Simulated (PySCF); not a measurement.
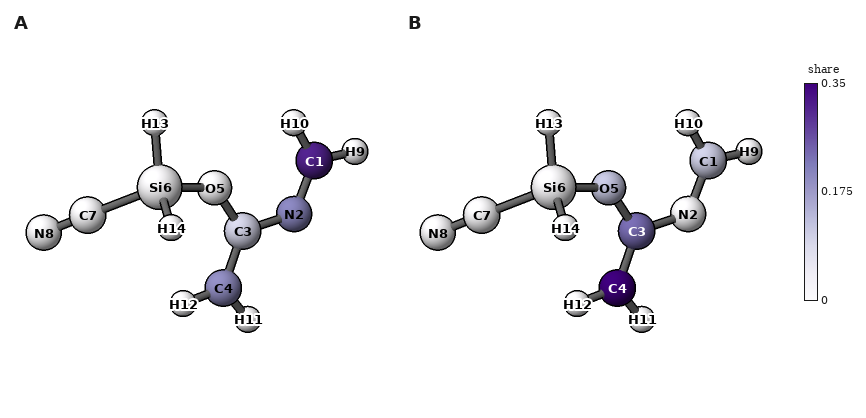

Each panel colours the atoms by their Löwdin share in one orbital (up to four of the largest shares; other atoms are shown as zero). Computed geometry: GFN2-xTB optimisation. No frequency run is at hand to confirm it as a minimum. Method: PBE0/def2-SVPD (PySCF 2.14.0).

Question: The panels show the HOMO, LUMO, in some order. Which is which?

Answer: A: LUMO, −1.60 eV; C1 0.31, N2 0.20, C4 0.19, C3 0.10
B: HOMO, −7.33 eV; C4 0.35, C3 0.24, O5 0.12, C1 0.11

The geometry is semi-empirical. Around Si such bond lengths and angles can be off by a tenth of an ångström or more and by several degrees, and values that hang on the shape move with them.
